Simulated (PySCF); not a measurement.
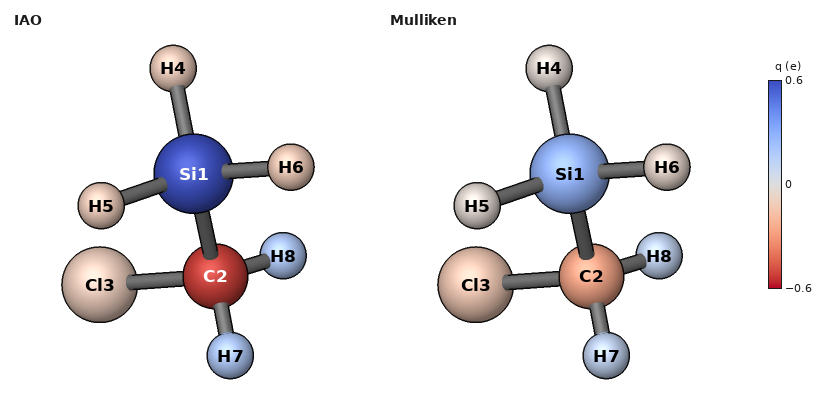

Atomic charges of one calculation by 2 schemes, on one colour scale. The geometry was computed by an optimisation with PBE0-D3(BJ)/def2-SVP. No frequency run is at hand to confirm it as a minimum. Method: PBE0/cc-pVDZ (PySCF 2.14.0).

Which scheme gives the most polar picture (largest mean size of the charges)?

Answer. The IAO charges are the largest in size here.

On which atom do the schemes disagree most?

Answer. On Si1 (from 0.27 to 0.58 e).

List the charges (e), one line for each set of equivalent atoms.

```csv
atom,IAO,Mulliken
Si1,0.58,0.27
C2,−0.52,−0.26
Cl3,−0.10,−0.12
"H4, H5",−0.10,−0.03
H6,−0.11,−0.05
"H7, H8",0.17,0.11
```
